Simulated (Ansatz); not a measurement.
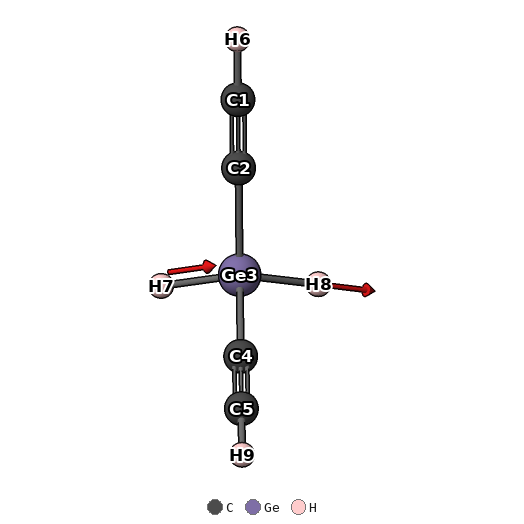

The arrows show one normal mode. Harmonic vibrations computed with RKS PBE0-D4/def2-TZVP (Ansatz 0.2.0) at a stationary point of the same level.

Q: Describe the motion.

A: Mostly out-of-phase stretching of 2 Ge–H bonds.

Q: Estimate its harmonic wavenumber.

A: 2184 cm⁻¹; it is mode 18 of 21 counted from the lowest.
